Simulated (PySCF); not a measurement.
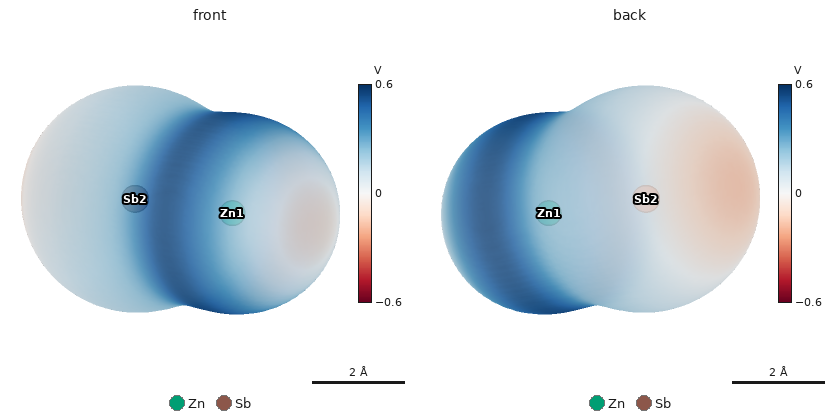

The picture shows: ZnSb (quartet). The molecular electrostatic potential painted on the density surface at 0.001 e/bohr³, seen from the front and from behind; the colour scale runs from red (negative) to blue (positive).

Core potentials replace the inner electrons of Sb.

All numbers below come from PBE0/def2-SVPD, non-relativistic Hamiltonian with scalar-relativistic core potentials where named, at a bond length of 2.783 Å in PySCF.

Q: Which sites attract a positive test charge, and which a negative one?

A: A positive charge is drawn to the negative regions and a negative charge to the positive ones. The most negative region (about −0.2 V) lies over Sb2, the most positive (about +0.5 V) over Zn1.
